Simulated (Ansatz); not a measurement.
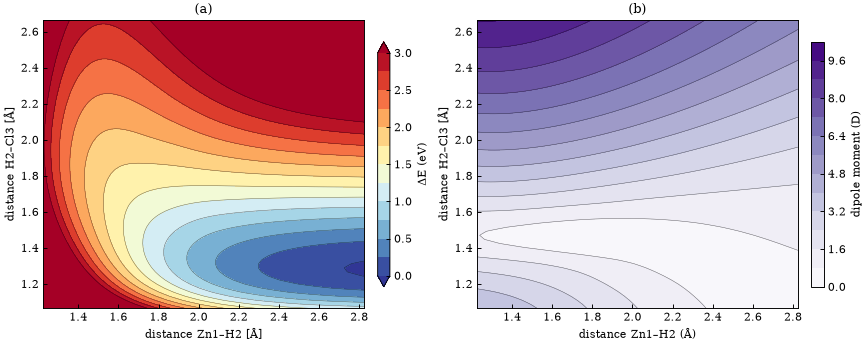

The system Zn + HCl. First axis: distance Zn1–H2. Second axis: distance H2–Cl3. Nothing is relaxed (the angle Zn1–H2–Cl3 is fixed at 100 degrees). Grid: 13 × 13 points. Points are written as (first, second). Energies are in eV, from the lowest grid point. The reference is spin-restricted, so regions where a bond is pulled apart into radicals lie too high. Theory: Ansatz, RKS CAM-B3LYP-D4/def2-TZVPD.

Panel (a) is the energy and panel (b) the computed dipole moment on the same grid.

In the figure: filled contours, one colour for all values above the top of the scale. Between grid points the surface is interpolated.

How does the dipole moment vary over the map, and what is it at the lowest grid point?

Answer. Leaving out the highest fifth of the energies, it runs from 0.1 D at (1.874 Å, 1.448 Å) to 9.6 D at (1.287 Å, 2.664 Å). At the lowest grid point, (2.824 Å, 1.328 Å), it is 0.7 D. That point lies on the edge of the scan.
